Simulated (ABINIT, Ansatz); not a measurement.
## SiC (Moissanite 3C): a worked LO-TO splitting

Aim: work out the LO frequency and the static dielectric constant of SiC (Moissanite 3C) from one linear-response run, then check them.

Method: DFT LDA, scalar-relativistic, plane waves, PseudoDojo norm-conserving pseudopotentials, in ABINIT 10.8.3.

**1. The relaxed structure**

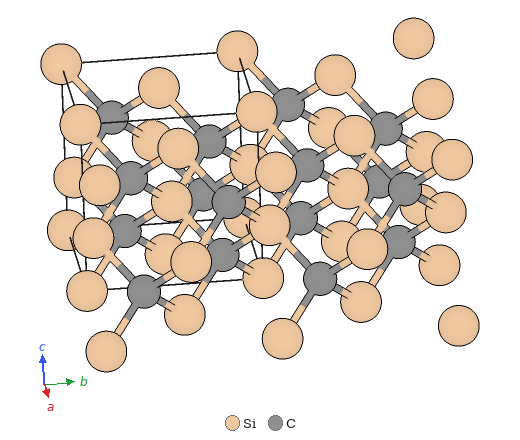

Start, viewed slightly off an axis; silicon light orange, carbon grey. 2×2×1 cells are drawn. This picture shows the conventional cell, with its axes. Bonds to atoms that aren't drawn are left out. Some periodic images of atoms are drawn too.

As a file:

```cif
data_structure
_symmetry_space_group_name_H-M 'P 1'
_symmetry_Int_Tables_number 1
_cell_length_a 3.0587
_cell_length_b 3.0587
_cell_length_c 3.0587
_cell_angle_alpha 60.000
_cell_angle_beta 60.000
_cell_angle_gamma 60.000
_cell_volume 20.24
loop_
_atom_site_label
_atom_site_type_symbol
_atom_site_fract_x
_atom_site_fract_y
_atom_site_fract_z
_atom_site_occupancy
Si1 Si 0.00000 0.00000 0.00000 1
C2 C 0.25000 0.25000 0.25000 1
```

This is the cell after its relaxation at this level of theory, not the database cell from which that began.

**2. What the response run gave**

A linear-response run on the relaxed cell, with the response to an electric field; only its zone-centre results are used. Cutoff 48 Ha, k mesh 8×8×8 with shifts.

Numbers of over 12 decimals in the logs are rounded to 6 here.

The program printed:

```text
[banners, grids, parts of the stress and lines that vanish by symmetry left out]
- input  file    -> dfpt_gamma.abi
- output file    -> dfpt_gamma.abo
- root for input  files -> dfpt_gammai
[...]
DATASET    1 : space group F-4 3 m (#216); Bravais cF (face-center cubic)
[...]
nfft =       64000          nkpt =        1024
[...]
DATASET    2 : space group F-4 3 m (#216); Bravais cF (face-center cubic)
[...]
nfft =       64000          nkpt =        1024
[...]
== DATASET  1 ==================================================================
[...]
cutoff_energies: {ecut:  48.0, pawecutdg:  -1.0, }
[...]
-  6.00000   4.00000  180309                  znucl, zion, pspdat
[...]
Perturbation : derivative vs k along direction   1
[...]
-ETOT  1  -13.935238420790     -1.394E+01 3.306E-01 0.000E+00
 ETOT  2  -13.979900295448     -4.466E-02 3.206E-03 0.000E+00
 ETOT  3  -13.980208230157     -3.079E-04 3.029E-05 0.000E+00
 ETOT  4  -13.980211023958     -2.794E-06 3.464E-07 0.000E+00
 ETOT  5  -13.980211052772     -2.881E-08 4.228E-09 0.000E+00
[...]
At SCF step   12   max residual=  9.99E-21 < tolwfr=  1.00E-20 =>converged.
[...]
Perturbation : derivative vs k along direction   2
[...]
-ETOT  1  -13.935238420622     -1.394E+01 3.306E-01 0.000E+00
[...]
At SCF step   12   max residual=  1.00E-20 < tolwfr=  1.00E-20 =>converged.
[...]
Perturbation : derivative vs k along direction   3
[...]
-ETOT  1  -13.935238420454     -1.394E+01 3.306E-01 0.000E+00
[...]
At SCF step   12   max residual=  1.00E-20 < tolwfr=  1.00E-20 =>converged.
[...]
1        1       1.9220905757    0.0000000000
     1        2      -0.9610452879    0.0000000000
     1        3      -0.9610452879   -0.0000000000
     2        1      -0.9610452879    0.0000000000
     2        2       1.9220905757   -0.0000000000
     2        3       0.9610452879    0.0000000000
     3        1      -0.9610452879   -0.0000000000
     3        2       0.9610452879    0.0000000000
     3        3       1.9220905757    0.0000000000
[...]
== DATASET  2 ==================================================================
[...]
cutoff_energies: {ecut:  48.0, pawecutdg:  -1.0, }
[...]
Perturbation : displacement of atom   1   along direction   1
[...]
-ETOT  1   6.887971     -4.533E+01 3.152E-01 5.383E+02
[...]
At SCF step    9       vres2   =  1.13E-12 < tolvrs=  1.00E-10 =>converged.
[...]
At SCF step    8       vres2   =  8.47E-12 < tolvrs=  1.00E-10 =>converged.
[...]
-ETOT  1   1.854914     -5.461E+00 1.775E-01 3.830E+03
[...]
ETOT  7   1.321072     -2.652E-10 6.025E-12 1.128E-08
 ETOT  8   1.321072     -3.379E-12 8.891E-14 8.349E-12
 At SCF step    8       vres2   =  8.35E-12 < tolvrs=  1.00E-10 =>converged.
[...]
Dielectric tensor, in cartesian coordinates,
[...]
1    4   1    4         6.8699886540        -0.0000000000
   1    4   2    4         0.0000000000        -0.0000000000
   1    4   3    4         0.0000000000        -0.0000000000
   2    4   1    4         0.0000000000        -0.0000000000
   2    4   2    4         6.8699886540        -0.0000000000
   2    4   3    4        -0.0000000000        -0.0000000000
   3    4   1    4         0.0000000000        -0.0000000000
   3    4   2    4        -0.0000000000        -0.0000000000
   3    4   3    4         6.8699886540        -0.0000000000
  Effective charges, in cartesian coordinates,
[...]
1    1   1    4         2.7222830442         0.0000000000
   2    1   1    4        -0.0000000000         0.0000000000
   3    1   1    4         0.0000000000         0.0000000000
   1    2   1    4        -2.7223468115         0.0000000000
   2    2   1    4        -0.0000000000         0.0000000000
[...]
Effective charges, in cartesian coordinates,
[...]
Rigid-atom elastic tensor , in cartesian coordinates,
[...]
Rigid-atom proper piezoelectric tensor, in cartesian coordinates,
[...]
2    4   2    6         0.0158187366         0.0000000000
   2    4   3    6         0.0000000000         0.0000000000
   3    4   1    5        -0.0000000000         0.0000000000
   3    4   2    5         0.0000000000         0.0000000000
   3    4   3    5         0.0000000000         0.0000000000
   3    4   1    6         0.0000000000         0.0000000000
   3    4   2    6         0.0000000000         0.0000000000
   3    4   3    6         0.0158187366         0.0000000000
  Phonon wavevector (reduced coordinates) :  0.00000  0.00000  0.00000
 Phonon energies in Hartree :
[...]
Phonon frequencies in cm-1    :
-  3.701784E-01  3.701785E-01  3.701789E-01  7.979762E+02  7.979762E+02
-  7.979762E+02
  Phonon at Gamma, with non-analyticity in the
[...]
Phonon energies in Hartree :
[...]
Phonon frequencies in cm-1    :
-  3.701784E-01  3.701785E-01  3.702095E-01  7.979762E+02  7.979762E+02
-  9.739434E+02
  Phonon at Gamma, with non-analyticity in the
[...]
Phonon energies in Hartree :
[...]
Phonon frequencies in cm-1    :
-  3.701784E-01  3.701789E-01  3.702092E-01  7.979762E+02  7.979762E+02
-  9.739434E+02
  Phonon at Gamma, with non-analyticity in the
[...]
Phonon energies in Hartree :
[...]
Phonon frequencies in cm-1    :
-  3.701785E-01  3.701789E-01  3.702090E-01  7.979762E+02  7.979762E+02
-  9.739434E+02
[...]
fcart2     0.0000000000E+00  0.0000000000E+00  0.0000000000E+00
           strten2     0.0000000000E+00  0.0000000000E+00  0.0000000000E+00
================================================================================
```

```csv
quantity,value
cell volume Ω (Å³),20.236
mass of Si (u),28.085
mass of C (u),12.011
"Born charge of Si, raw (e)",2.722
"Born charge of C, raw (e)",-2.722
ε∞,6.870
ω(TO) after the sum rule (cm⁻¹),798.0
```

**3. The calculation**

The charges must sum to zero over the cell; taking off their mean, 0.000 e, leaves Z* = 2.722 e on Si. In the polar mode Si moves against C, so the reduced mass is μ = 28.09 × 12.01 / 40.10 = 8.413 u.

A longitudinal wave builds up a field that adds to the restoring force: ω(LO)² = ω(TO)² + 4π Z*² / (μ Ω ε∞), in Hartree atomic units. With μ = 15336 electron masses and Ω = 136.56 bohr³ the second term is 6.4729e-06 Ha², or 311795 cm⁻² (1 Ha = 219474.6 cm⁻¹).

So ω(LO) = √(636772 + 311795) = 973.9 cm⁻¹, and by the Lyddane-Sachs-Teller relation ε₀ = ε∞ (ω(LO)/ω(TO))² = 10.23.

**4. Check against the program**

The analysis program adds the same non-analytic term to the full matrix.

The program printed:

```text
[banners, grids, parts of the stress and lines that vanish by symmetry left out]
-outvars_anaddb: echo values of input variables ----------------------

 Flags :
[...]
Dielectric Tensor and Effective Charges
[...]
Effective charge tensors after
[...]
Phonon wavevector (reduced coordinates) :  0.00000  0.00000  0.00000
 Phonon energies in Hartree :
[...]
Phonon energies in meV     :
-  0.000000E+00  0.000000E+00  0.000000E+00  9.893642E+01  9.893642E+01
-  9.893642E+01
 Phonon frequencies in cm-1    :
-  0.000000E+00  0.000000E+00  0.000000E+00  7.979760E+02  7.979760E+02
-  7.979760E+02
 Phonon frequencies in Thz     :
-  0.000000E+00  0.000000E+00  0.000000E+00  2.392272E+01  2.392272E+01
-  2.392272E+01
 Phonon energies in Kelvin  :
-  0.000000E+00  0.000000E+00  0.000000E+00  1.148109E+03  1.148109E+03
-  1.148109E+03
[...]
-  1  0.00000000E+00  0.00000000E+00  3.69884996E-03
-     0.00000000E+00  0.00000000E+00  0.00000000E+00
-  2  0.00000000E+00  0.00000000E+00  3.69885000E-03
-     0.00000000E+00  0.00000000E+00  0.00000000E+00
[...]
-  1  0.00000000E+00  3.69884996E-03  0.00000000E+00
-     0.00000000E+00  0.00000000E+00  0.00000000E+00
-  2  0.00000000E+00  3.69884999E-03  0.00000000E+00
-     0.00000000E+00  0.00000000E+00  0.00000000E+00
[...]
-  1  3.69884996E-03  0.00000000E+00  0.00000000E+00
-     0.00000000E+00  0.00000000E+00  0.00000000E+00
-  2  3.69884999E-03  0.00000000E+00  0.00000000E+00
-     0.00000000E+00  0.00000000E+00  0.00000000E+00
[...]
-  1  2.70879738E-07 -4.90303369E-07 -2.41888494E-03
-     0.00000000E+00  0.00000000E+00  0.00000000E+00
-  2 -6.33402117E-07  1.14648365E-06  5.65611460E-03
-     0.00000000E+00  0.00000000E+00  0.00000000E+00
[...]
-  1  8.85154839E-07  2.41888480E-03 -4.90204215E-07
-     0.00000000E+00  0.00000000E+00  0.00000000E+00
-  2 -2.06977071E-06 -5.65611426E-03  1.14625180E-06
-     0.00000000E+00  0.00000000E+00  0.00000000E+00
[...]
-  1  2.41888483E-03 -8.85099920E-07  2.71059134E-07
-     0.00000000E+00  0.00000000E+00  0.00000000E+00
-  2 -5.65611434E-03  2.06964229E-06 -6.33821600E-07
-     0.00000000E+00  0.00000000E+00  0.00000000E+00
[...]
-     1          0.000000    -0.000000    -0.000000     0.000000
-     2         -0.000000    -0.000000     0.000000     0.000000
-     3         -0.000000     0.000000     0.000000     0.000000
-     4          0.000400    -0.000724    -3.573470     3.573470
-     5          0.001308     3.573470    -0.000724     3.573470
-     6          3.573470    -0.001308     0.000400     3.573470
[...]
-   1     Real    0.0000E+00  0.0000E+00  0.0000E+00  0.0000E+00  0.0000E+00  0.0000E+00  0.0000E+00
[...]
-  1  0.00000000E+00  0.00000000E+00  3.69884996E-03
-     0.00000000E+00  0.00000000E+00  0.00000000E+00
-  2  0.00000000E+00  0.00000000E+00  3.69885000E-03
-     0.00000000E+00  0.00000000E+00  0.00000000E+00
[...]
Phonon at Gamma, with non-analyticity in the
[...]
Phonon energies in Hartree :
[...]
Phonon energies in meV     :
-  0.000000E+00  0.000000E+00  0.000000E+00  9.893642E+01  9.893642E+01
-  1.207534E+02
 Phonon frequencies in cm-1    :
-  0.000000E+00  0.000000E+00  0.000000E+00  7.979760E+02  7.979760E+02
-  9.739417E+02
 Phonon frequencies in Thz     :
-  0.000000E+00  0.000000E+00  0.000000E+00  2.392272E+01  2.392272E+01
-  2.919804E+01
 Phonon energies in Kelvin  :
-  0.000000E+00  0.000000E+00  0.000000E+00  1.148109E+03  1.148109E+03
-  1.401285E+03
[...]
Phonon at Gamma, with non-analyticity in the
[...]
Phonon energies in Hartree :
[...]
Phonon energies in meV     :
-  0.000000E+00  0.000000E+00  0.000000E+00  9.893642E+01  9.893642E+01
-  1.207534E+02
 Phonon frequencies in cm-1    :
-  0.000000E+00  0.000000E+00  0.000000E+00  7.979760E+02  7.979760E+02
-  9.739417E+02
 Phonon frequencies in Thz     :
-  0.000000E+00  0.000000E+00  0.000000E+00  2.392272E+01  2.392272E+01
-  2.919804E+01
 Phonon energies in Kelvin  :
-  0.000000E+00  0.000000E+00  0.000000E+00  1.148109E+03  1.148109E+03
-  1.401285E+03
[...]
-  1  2.11213257E-07 -3.69884985E-03  8.86938934E-07
-     0.00000000E+00  0.00000000E+00  0.00000000E+00
-  2  2.11216672E-07 -3.69884988E-03  8.86942356E-07
-     0.00000000E+00  0.00000000E+00  0.00000000E+00
[...]
-  1  3.69884996E-03  2.11235355E-07  0.00000000E+00
-     0.00000000E+00  0.00000000E+00  0.00000000E+00
-  2  3.69884999E-03  2.11231942E-07  0.00000000E+00
-     0.00000000E+00  0.00000000E+00  0.00000000E+00
[...]
-  1  4.58594356E-04  1.43436467E-03 -1.89295903E-03
-     0.00000000E+00  0.00000000E+00  0.00000000E+00
-  2 -1.07233800E-03 -3.35399622E-03  4.42633422E-03
-     0.00000000E+00  0.00000000E+00  0.00000000E+00
[...]
-  1  1.92103123E-03 -1.35766998E-03 -5.63361254E-04
-     0.00000000E+00  0.00000000E+00  0.00000000E+00
-  2 -4.49197588E-03  3.17465989E-03  1.31731599E-03
-     0.00000000E+00  0.00000000E+00  0.00000000E+00
[...]
Direction                     Dielectric constant
[...]
Elastic Tensor (clamped ion) (unit:10^2GP):
[...]
Elastic Tensor (relaxed ion) (unit:10^2GP):
[...]
Calculation of the tensor related to piezoelectric effetc
[...]
Proper piezoelectric constants (clamped ion) (unit:c/m^2)
[...]
Proper piezoelectric constants (relaxed ion) (unit:c/m^2)
[...]
-0.00000000     -0.04233061     -0.00000000
      0.00000000      0.00000000     -0.04233061
-
```

```
    quantity  by hand  program
ω(LO) (cm⁻¹)    973.9    973.9
          ε₀    10.23    10.23
```

**5. What came out**

| Item | Value |
| --- | --- |
| TO mode | 798.0 cm⁻¹ |
| LO mode | 973.9 cm⁻¹ |
| static dielectric constant | 10.23 |

**Reading.** The LO mode of SiC (Moissanite 3C) lies at 974 cm⁻¹, 176 cm⁻¹ above the TO mode; the formula meets the program within 0.1 cm⁻¹, as it must for a cubic crystal with one polar mode. ω(LO)² − ω(TO)² goes with Z*²/ε∞: an error of 5 % in ε∞ would move the LO mode by 7.7 cm⁻¹, and semilocal functionals tend to overestimate ε∞. These are harmonic values at zero temperature, at the volume of this functional, for the structure held cubic; stability elsewhere in the zone is no part of this calculation.

[Host names and launcher messages were left out of these logs when they were recorded.]

[Logs are printed without paths, hosts, clocks, repeated set-up lines and the standing remarks that a program may print on its own settings, such as how far it seeks lower states.]

[Hosts, paths, dates, database ids (printed as entryN), source tags and the programs' standing remarks are cut or masked in the printed files.]
